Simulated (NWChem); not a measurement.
# HF/STO-3G run of AlH (SMILES [AlH])

What is the electronic atomisation energy of AlH at HF/STO-3G? 

The calculation is run with NWChem 7.3.0.

20 further runs of the same task are left out: 20 set aside as unsound or not needed. Runs told in other sessions of the task aren't counted.

**1. The structure to begin with**

The species is AlH (2 atoms), meant as a singlet with charge 0. SMILES: `[AlH]`. The shape is that of a PBE0-D4/def2-TZVP optimisation.

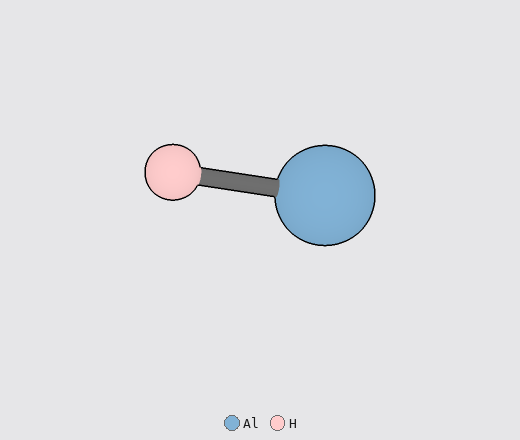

Viewed from a chosen angle; aluminium light blue, hydrogen pink.

**2. Energy and forces at HF/STO-3G**

alh.nw reads:

```
echo
start alh
title "AlH"
memory total 2200 mb
charge 0
geometry units angstrom noautosym nocenter noautoz
Al     0.000000     0.000000    -0.025640
H      0.000000     0.000000     1.639110
end
basis spherical bse
Al library STO-3G
H library STO-3G
end
scf
thresh 1e-08
maxiter 80
print medium
end
task scf gradient
```

The run is started by

```console
nwchem alh.nw > alh.out
```

Log:

```text
[...]
  functions       =    10
[...]
  wavefunction    = RHF
[...]
         Total SCF energy =   -239.494794107389
      One-electron energy =   -344.639236329570
      Two-electron energy =    101.012107495048
 Nuclear repulsion energy =      4.132334727134
        Time for solution =      0.0s
[...]
                         RHF ENERGY GRADIENTS
    atom               coordinates                        gradient
                 x          y          z           x          y          z
   1 Al      0.000000   0.000000  -0.048453   -0.000000  -0.000000  -0.036623
   2 H       0.000000   0.000000   3.097469    0.000000   0.000000   0.036623
[...]
```

Wall time 0.67 s (1 thread of Intel Xeon Platinum 8259CL at 2.50GHz (Skylake/Cascade Lake), shared host); peak memory 0.099 GiB.

**3. The Al atom: a single-point energy at UHF/STO-3G**

al.nw reads:

```
start al
memory stack 880 mb heap 220 mb global 1100 mb

geometry units angstrom noautosym nocenter noautoz
 Al       0.000000       0.000000       0.000000
end

basis spherical bse
 Al library STO-3G
end

scf
 doublet
 uhf
 thresh 1e-08
 maxiter 80
end

task scf energy
```

The run is started by

```console
nwchem al.nw > al.out
```

Log:

```text
[...]
  functions       =     9
[...]
  wavefunction    = UHF
[...]
         Total SCF energy =   -238.858362036832
      One electron energy =   -336.866223456560
      Two electron energy =     98.007861419728
 Nuclear repulsion energy =      0.000000000000
                       Sz =      0.5000
                 Sz(Sz+1) =      0.7500
                      S^2 =      0.7500
[...]
```

Run time: 0.65 s. Hardware: 1 thread of Intel Xeon Platinum 8259CL at 2.50GHz (Skylake/Cascade Lake), shared host; peak memory 0.1 GiB.

**4. The H atom: the energy at UHF/STO-3G**

run.py reads:

```python
from ase import Atoms
from ase.calculators.nwchem import NWChem

molecule = Atoms(['H'], positions=[
    [0.000000, 0.000000, 0.000000],
])

calc = NWChem(
    label='a',
    theory='scf',
    memory='2200 mb',
    basis='STO-3G',
    basispar='spherical bse',
    scf={'nopen': '1', 'uhf': None, 'thresh': '1e-08', 'maxiter': '80'},
    task='energy',
)
molecule.calc = calc

print("Total energy (eV):", round(molecule.get_potential_energy(), 6))
```

Run the same way, it converges to -0.46658 Eh (log not shown).

**5. Results**

Level: HF/STO-3G.

```
                                   quantity          value
                     molecule: total energy  -239.49479 Eh
                    molecule: dipole moment         1.31 D
                      molecule: HOMO energy       -3.63 eV
                      molecule: LUMO energy        9.95 eV
                    molecule: HOMO–LUMO gap       13.58 eV
         molecule: largest force on an atom     1.883 eV/Å
                      Al atom: total energy  -238.85836 Eh
                     Al atom: dipole moment         0.00 D
Al atom: HOMO energy (highest over α and β)        0.55 eV
 Al atom: LUMO energy (lowest over α and β)       11.07 eV
                              Al atom: ⟨S²⟩          0.750
                       H atom: total energy    -0.46658 Eh
                      H atom: dipole moment         0.00 D
 H atom: HOMO energy (highest over α and β)      -12.70 eV
                               H atom: ⟨S²⟩          0.750
              electronic atomisation energy       4.622 eV
```

**Reading.** Taking the molecule apart into free atoms costs 4.62 eV (446 kJ/mol), before zero-point energy and without spin-orbit coupling. Hartree–Fock lacks the correlation of the bonding pairs, which as a rule makes this value much too low; in minimal bases other errors can mask that. The largest force (molecule) is 1.88 eV/Å: the shape isn't a stationary point for this species at this level. In a minimal basis such a difference can be off by several eV, whatever the method.
